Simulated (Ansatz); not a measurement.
# F2H2NOSi (SMILES [NH][Si](O)(F)F) (doublet): what the fields show

The calculation's input:

```
crystal:
  periodic: [false, false, false]
  atoms:
    - {symbol: F, position_ang: [1.790269, -0.000172, -1.872221]}
    - {symbol: F, position_ang: [3.135740, 1.389526, -0.189425]}
    - {symbol: "N", position_ang: [0.844080, 0.353584, 0.759026]}
    - {symbol: O, position_ang: [0.815730, 2.302604, -1.183714]}
    - {symbol: Si, position_ang: [1.651473, 1.007736, -0.642206]}
    - {symbol: H, position_ang: [0.788488, -0.669635, 0.807433]}
    - {symbol: H, position_ang: [0.370425, 2.828525, -0.504376]}
basis:
  gaussian:
    orbitals: def2-TZVPD
hamiltonian:
  xc: {name: PBE0}
total_charge: 0
output:
  forces: true
  orbitals: {seedname: orbitals}
magnetization:
  spin_polarized: true
  initial_magnetization: 1
```

Run with:

```sh
ansatz run input.yaml --threads 1 --pin off --max-ram 2610MiB --events-out events.jsonl --progress --plain --runs-dir runs
```

Geometry: B3LYP/6-31G*.

Theory: isolated molecule in a Gaussian basis; Kohn-Sham density functional theory, functional PBE0 (Ansatz).

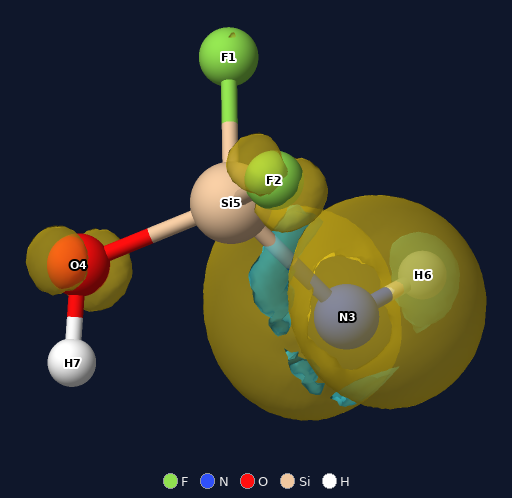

Figure 1. Isosurfaces of the spin density at +0.015 (yellow) and −0.015 e/Å³ (cyan), seen at an oblique angle.

Where is the unpaired spin?

Answer. The unpaired spin (1 electron) lies mostly on N3 (about 0.8) and Si5 (about 0.1), in electrons by Hirshfeld's partition.

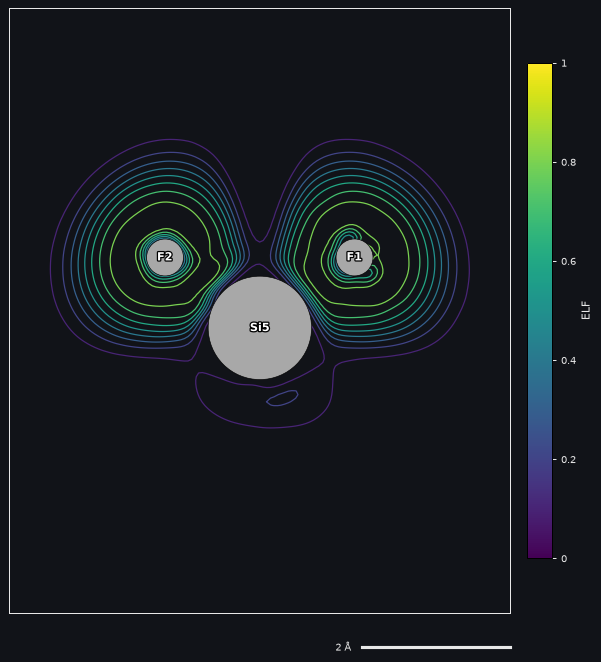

Figure 2. ELF on the plane of atoms F1, Si5 and F2. Grey discs cover the atomic cores.

What do the fields say about this system?

Answer. Atoms in the plane: F and Si. Si–F (1.60 Å): the ELF peaks at about 0.85 in the valence shell of F, 0.6 Å from its nucleus, and is about 0.55 at the midpoint. The ELF also peaks beside F1 and F2, away from the bonds: non-bonding electrons, paired or unpaired.

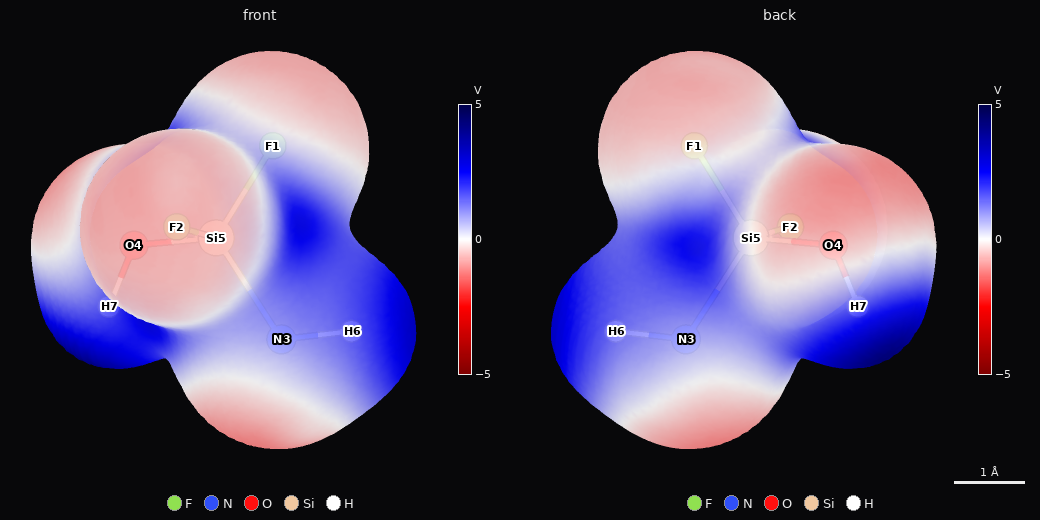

Figure 3. The molecular electrostatic potential painted on the density surface at 0.004 e/bohr³, seen from the front and from behind; red is negative and blue positive.

Which sites attract a positive test charge, and which a negative one?

Answer. A positive charge is drawn to the negative regions and a negative charge to the positive ones. The most negative region (about −1.1 V, or −25 kcal/mol for a unit charge) lies over N3 and O4, the most positive (about +4.1 V, or +95 kcal/mol for a unit charge) over H7.

How polar is the molecule by this calculation?

Answer. Its dipole moment is 1.86 D.

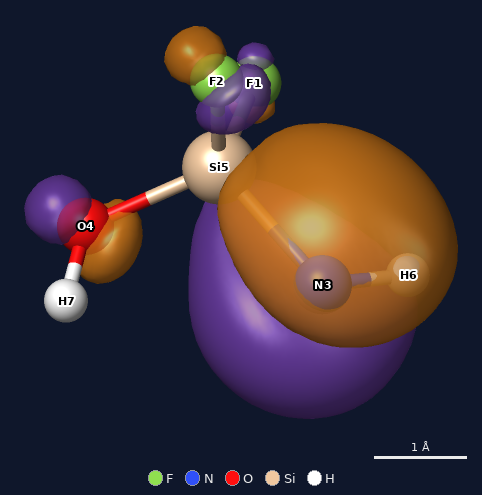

Figure 4. One frontier orbital at ±0.1 Å⁻³ᐟ² (orange and purple are the two phases), seen across its widest extent.

Which orbital is it: HOMO (β) or LUMO (β)?

Answer. The LUMO (β), at −4.16 eV. It lies mainly on N3 (about 70 %) and H6 (about 5 %).
